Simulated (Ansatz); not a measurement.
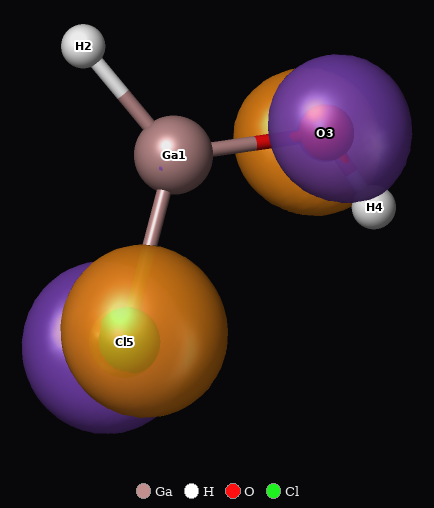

Figure 1: ClGaH2O. The HOMO−1 at ±0.15 Å⁻³ᐟ² (orange and purple are the two phases), seen at a tilt.

Theory: RKS PBE0/def2-SVP in Ansatz.

Input file:

```
crystal:
  periodic: [false, false, false]
  atoms:
    - { symbol: Ga, position_ang: [0.0, 0.0, 0.0] }
    - { symbol: H, position_ang: [0.0, 0.0, 1.57] }
    - { symbol: O, position_ang: [1.5501, 0.0, -0.895] }
    - { symbol: H, position_ang: [1.85, -0.9519, -1.0499] }
    - { symbol: Cl, position_ang: [-1.9398, 0.0, -1.12] }
basis:
  gaussian: { orbitals: def2-SVP }
hamiltonian:
  xc: pbe0
relax:
  f_tol: 0.02
  max_steps: 40
output:
  orbitals: {}
```

Launched as:

```sh
ansatz run input.yaml --threads 1 --pin off --max-ram 2048MiB --backend cpu --events-out ev --progress --plain --runs-dir out
```

The fields are those of the run's last geometry, not of the input's.

> Describe this orbital and give its energy.

By Hirshfeld shares it lies mainly on Cl5 (about 50 %), O3 (about 40 %) and Ga1 (about 5 %); it changes sign across the molecular plane (π type). Its energy is −8.90 eV.
